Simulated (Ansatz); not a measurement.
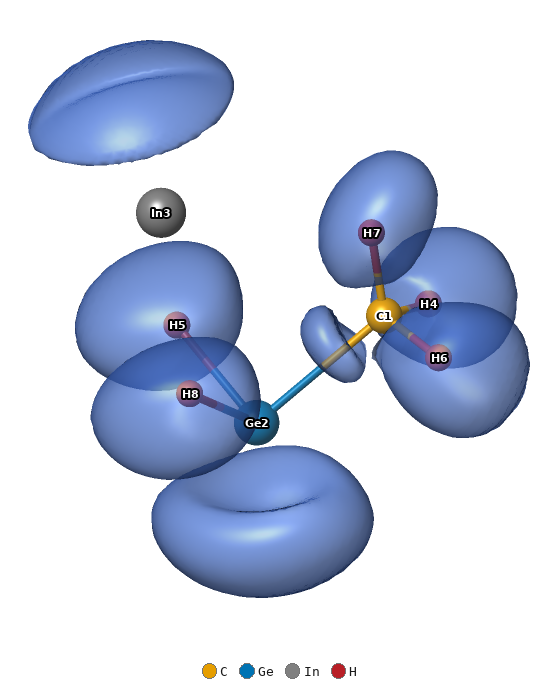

The picture shows: CH₅GeIn. Isosurface of the electron localisation function at 0.8 (blue), seen at a tilt. Only the valence region is drawn (cores and ρ < 0.01 e/Å³ removed).

Geometry: BLYP-D3(BJ)/def2-SVP; core potentials replace the inner electrons of In.

Theory: Ansatz, isolated molecule in a Gaussian basis; Kohn-Sham density functional theory, functional PBE0.

```yaml
atoms:
  - { symbol: C, position_ang: [0.7379, -0.3729, 0.9541] }
  - { symbol: Ge, position_ang: [-1.1192, 0.2931, 0.2269] }
  - { symbol: In, position_ang: [0.6702, -0.3983, -2.1687] }
  - { symbol: H, position_ang: [0.5268, -1.2424, 1.6086] }
  - { symbol: H, position_ang: [-1.2101, -0.9103, -0.9707] }
  - { symbol: H, position_ang: [1.1430, 0.4465, 1.5815] }
  - { symbol: H, position_ang: [1.5767, -0.6897, 0.2837] }
  - { symbol: H, position_ang: [-0.4262, 1.2378, -1.0051] }
```

**Where are the electrons localised?**

At this value the surface marks out five regions around hydrogen nuclei, one lobe of the valence shell of C pointing towards Ge (polar bonds), one lobe on Ge, pointing away from the bonds (lone pairs) and one lobe on In, pointing away from the bonds (lone pairs). Along the contacts the grid gives the following. In3···H5 (2.29 Å): the ELF dips to about 0.15 between them. C–Ge (2.10 Å): the ELF peaks at about 0.90 in the valence shell of C, 0.8 Å from its nucleus, and is about 0.70 at the midpoint.
